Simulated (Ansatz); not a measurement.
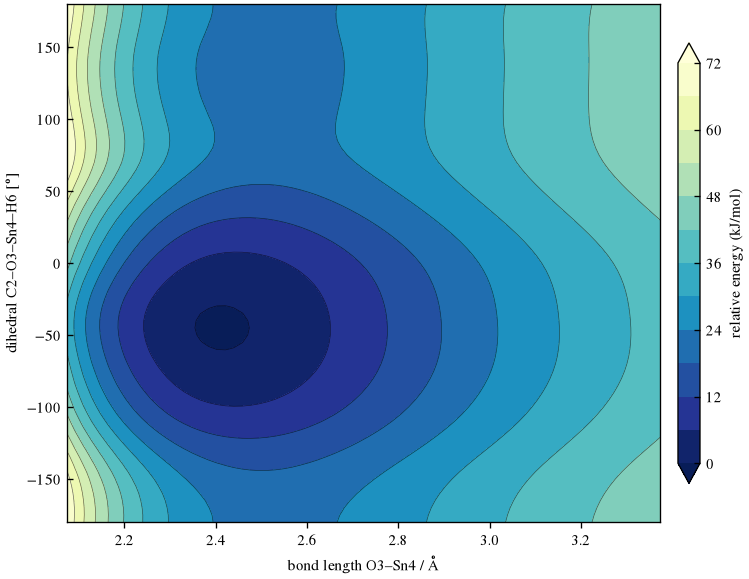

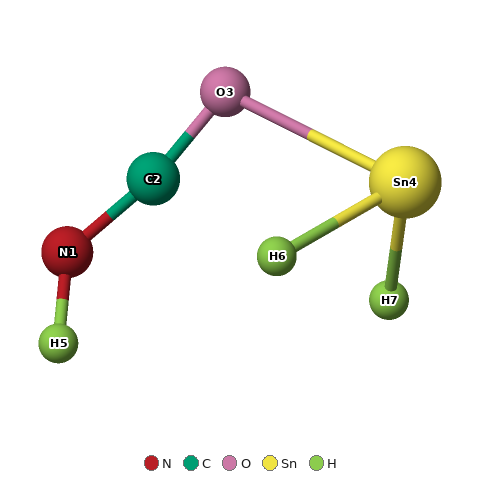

Energy landscape of CH3NOSn. The first coordinate is: bond length O3–Sn4; the second: dihedral C2–O3–Sn4–H6. Nothing is relaxed (all other coordinates rigid). Grid: 11 × 10 points. Points are written as (first, second). All energies are given in kJ/mol relative to the lowest grid point. Computed with Ansatz 0.2.0, RKS SPW92 (LDA)/def2-TZVP.

In the figure: filled contours, one colour for all values above the top of the scale. Between grid points the surface is interpolated. The second picture is the structure at the lowest point.

Describe this landscape.

The lowest grid point is at (2.463 Å, −36°). The highest grid point, (2.073 Å, 72°), lies 71.4 kJ/mol above the lowest. On the interpolated surface the easiest way out of the lowest well to its copy in the next cell or period passes a barrier of about 23 kJ/mol. Round the minimum the two coordinates are nearly uncoupled.

Grid values (kJ/mol):

| dihedral C2–O3–Sn4–H6 ↓, bond length O3–Sn4 → | 2.073 | 2.203 | 2.333 | 2.463 | 2.593 | 2.724 | 2.854 | 2.984 | 3.114 | 3.244 | 3.374 |
| --- | --- | --- | --- | --- | --- | --- | --- | --- | --- | --- | --- |
| 144 | 66.7 | 38.4 | 25.4 | 21.2 | 22.0 | 25.3 | 29.7 | 34.3 | 38.8 | 42.8 | 46.2 |
| 108 | 68.6 | 39.7 | 26.3 | 21.8 | 22.4 | 25.5 | 29.8 | 34.4 | 38.8 | 42.8 | 46.2 |
| 72 | 71.4 | 40.8 | 26.4 | 21.5 | 21.7 | 24.7 | 29.0 | 33.5 | 38.0 | 42.0 | 45.4 |
| 36 | 57.3 | 29.1 | 16.6 | 13.2 | 14.7 | 18.8 | 23.9 | 29.2 | 34.2 | 38.7 | 42.6 |
| 0 | 44.2 | 17.5 | 6.5 | 4.4 | 7.2 | 12.3 | 18.3 | 24.3 | 30.0 | 35.0 | 39.4 |
| −36 | 34.8 | 10.1 | 0.8 | 0.0 | 3.7 | 9.5 | 16.0 | 22.5 | 28.4 | 33.7 | 38.2 |
| −72 | 38.3 | 12.8 | 2.8 | 1.4 | 4.7 | 10.3 | 16.6 | 22.9 | 28.8 | 34.0 | 38.5 |
| −108 | 49.6 | 22.3 | 10.7 | 8.1 | 10.3 | 15.0 | 20.6 | 26.4 | 31.7 | 36.6 | 40.7 |
| −144 | 66.3 | 36.4 | 22.6 | 18.2 | 18.9 | 22.3 | 26.9 | 31.7 | 36.4 | 40.6 | 44.2 |
| −180 | 71.2 | 41.2 | 27.1 | 22.3 | 22.5 | 25.5 | 29.7 | 34.2 | 38.6 | 42.6 | 46.0 |

Time for the 110 points that were run: 18 min on 1 thread of Arm Neoverse N1 (shared host).
